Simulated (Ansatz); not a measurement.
CH4AlFO (SMILES [CH3][Al]([OH])[F])

The calculation's input:

```
crystal:
  periodic: [false, false, false]
  atoms:
    - symbol: C
      position_ang: [-0.972746, -0.573456, 1.698022]
    - symbol: Al
      position_ang: [-1.381187, 1.296271, 1.435039]
    - symbol: F
      position_ang: [-0.222549, 2.477196, 1.710949]
    - symbol: O
      position_ang: [-2.922970, 1.798556, 0.917831]
    - symbol: H
      position_ang: [-0.138292, -0.887511, 1.057054]
    - symbol: H
      position_ang: [-1.838223, -1.206947, 1.470388]
    - symbol: H
      position_ang: [-0.668088, -0.767081, 2.735097]
    - symbol: H
      position_ang: [-3.197051, 2.706670, 0.766804]
basis:
  gaussian:
    orbitals: def2-TZVPD
hamiltonian:
  xc: {name: PBE0}
output:
  forces: true
  orbitals: {seedname: orbitals}
```

Run with:

```sh
ansatz run input.yaml --threads 2 --pin off --max-ram 4350MiB --events-out events.jsonl --progress --plain --runs-dir runs
```

Geometry: PBE0-D3(BJ)/pcseg-1.

Theory: isolated molecule in a Gaussian basis; Kohn-Sham density functional theory, functional PBE0 (Ansatz).

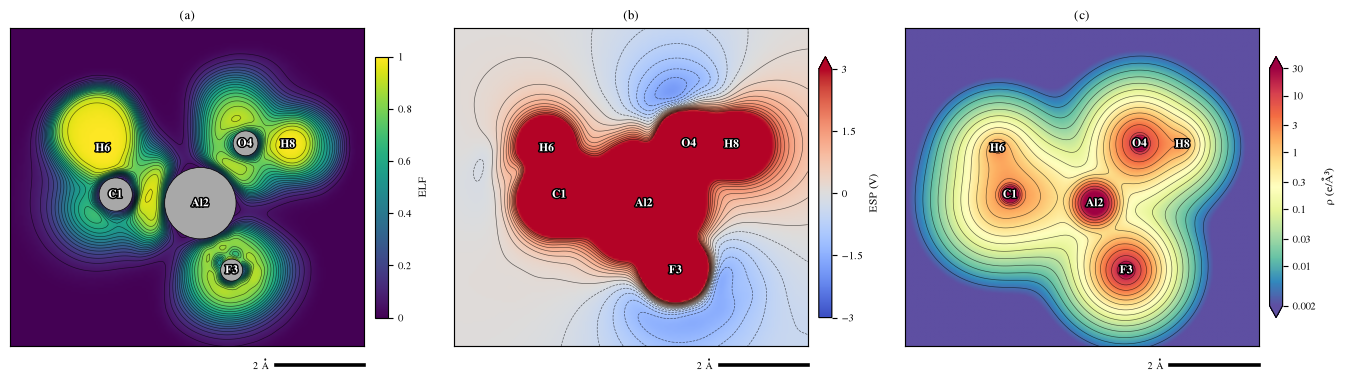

Figure 1. (a) ELF; (b) electrostatic potential; (c) total electron density on the plane of atoms F3, Al2 and O4. Grey discs cover the atomic cores in the ELF map.

Read the bonding off the picture.

Answer.
- Atoms in the plane: C, Al, F, O and H.
- Al–F (1.68 Å): ρ is about 0.86 e/Å³ halfway; the ELF peaks at about 0.85 in the valence shell of F, 0.6 Å from its nucleus, and is about 0.40 at the midpoint.
- Al–O (1.70 Å): ρ at the midpoint is about 0.89 e/Å³; the ELF peaks at about 0.90 in the valence shell of O, 0.6 Å from its nucleus, and is about 0.40 at the midpoint.
- C–Al (1.93 Å): the density is about 0.75 e/Å³ at the midpoint; the ELF peaks at about 0.95 between the atoms: a shared but strongly polarised pair.
- O–H (0.96 Å): ρ at the midpoint is about 3.7 e/Å³; the ELF climbs to about 1 towards the hydrogen, as it does in any bond to H: a covalent bond by its length.
- C–H (1.10 Å): ρ is about 1.9 e/Å³ halfway; the ELF climbs to about 1 towards the hydrogen; a covalent bond by its length.
- The ELF also peaks beside F3 and O4, away from the bonds: lone-pair regions.
- Outside the dense part of the molecule the potential is most negative (−1.8 V) near O4.

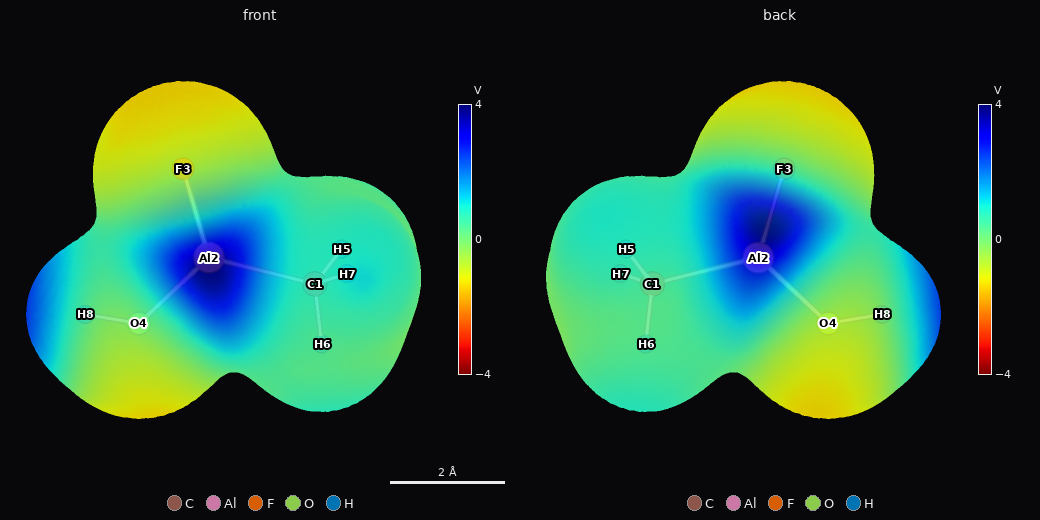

Figure 2. The electrostatic potential painted on the density surface at 0.002 e/bohr³, seen from the front and from behind; red is negative and blue positive.

Where is the surface potential most negative and most positive?

Answer. The most negative region (about −1.4 V) lies over F3 and O4, the most positive (about +3.9 V) over Al2.

How polar is the molecule by this calculation?

Answer. Its dipole moment is 0.83 D.

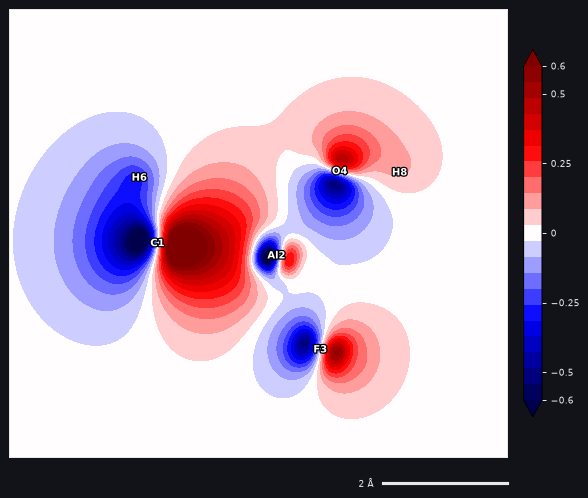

Figure 3. The HOMO on the plane of atoms C1, Al2 and F3 (values in Å⁻³ᐟ²; the overall sign is arbitrary).

Where does this orbital lie, and at what energy?

Answer. By Hirshfeld shares it lies mainly on C1 (about 50 %), Al2 (about 20 %) and O4 (about 5 %). Its energy is −9.02 eV.
